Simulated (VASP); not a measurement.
Energy against volume of Mo (bcc). All values below come from PBE GGA, VASP's PBE PAW potentials (set 64) (plane waves; VASP).

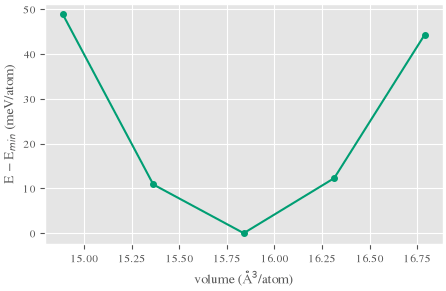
*Energy against volume*

Question: Estimate the equilibrium volume and the bulk modulus.

Answer: The minimum lies near 15.8 Å³/atom, and the curvature gives B0 of about 260 GPa.

Measured: bulk modulus 265 GPa at 0 K (computed value off by -1.3 %), as given by Vázquez-Parga, Fernández-Martínez, Viñes, J. Chem. Theory Comput. (2023), doi:10.1021/acs.jctc.3c00612, Supporting … [zero-point energy and finite temperature contributions removed]; a 3.141 Å at 0 K (computed value off by +0.7 %), as given by Daniel Mejia-Rodriguez et al., Physical Review B (2018), arXiv:1807.09216 [static lattice: zero-point anharmonic expansion removed].

The compound is Mo in the bcc structure. It was relaxed first.
